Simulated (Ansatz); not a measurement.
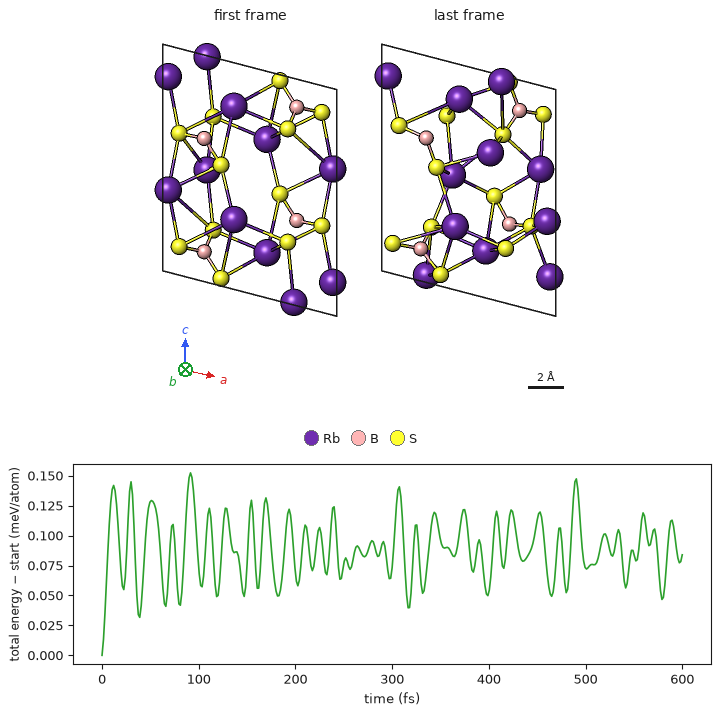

Molecular dynamics of Rb$_{3}$BS$_{3}$ with a Rb vacancy (27 atoms in the cell, charge -1), 600 fs long. The picture is a ball-and-stick view of the simulation cell, seen along the b axis. Bonds to atoms that aren't drawn are left out.

Method: Ansatz 0.2.0, DFT PBEsol, scalar-relativistic, plane waves, PAW. Run with plane-wave cutoff 420 eV; k-point mesh 1 × 2 × 1; Fermi-Dirac smearing 0.05 eV; low-accuracy preset; constant energy (NVE); velocities drawn for 1000 K; time step 1.5 fs.

Question: Check the integration.

Answer: The total energy stays between 0 and 0.15 meV per atom of its start. A straight-line fit has a slope that amounts to −0.00017 meV per atom over 600 fs (under 0.1 % of the mean kinetic energy), its mean offset in the second half is 0.1 %, and the ripple about the line is 0.2 % of the kinetic energy's fluctuation. With a drift under 2 % and a ripple under 7 %, the integration is accurate. Over the second half the temperature averages 561 K (spread ±51 K). The potential energy in the second half lies on average 54.7 meV per atom above the first frame.

Limits of the set-up: the program's low-accuracy preset was used; the periodic images lie only 6.4 Å apart, so the values are limited by the cell's size; the cell is charged, on a uniform background, and energies carry no finite-size correction.

The run took 16 min on 2 threads of Intel(R) Xeon(R) Platinum 8488C (Sapphire Rapids) (shared host), peak memory 1.5 GiB.
